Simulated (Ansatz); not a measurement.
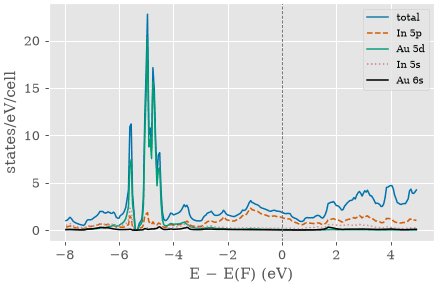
Total and projected density of states of SrIn3Au in space group I4mm (No. 107; Sr on 2a, In on 4b, In on 2a, Au on 2a), r²SCAN in the plane-wave PAW code Ansatz

**Question.** Which orbitals carry the states next to the Fermi level?

**Answer.** Within 0.5 eV of the Fermi level: In 5p 70 %, In 5s 11 %, outside the projected shells 10 %. Projections are on Löwdin-orthogonalised atomic valence shells; empty p or d shells of many metals are not among them.

**Question.** Where is the tallest occupied peak in this window, and what makes it?

**Answer.** Near -4.9 eV, about 23 states/eV per cell; the largest projected share is Au 5d.

The workflow started from a Materials Project entry (that database holds measured and hypothetical structures alike); the Crystallography Open Database copy checked does not list it. Its standing as an ambient phase is unchecked. The r²SCAN relaxation kept the symmetry of its start; whether a distortion lowers the energy is not shown. Spin–orbit coupling is left out wherever it is not named.

Potentials: the later of the program's two PAW sets.
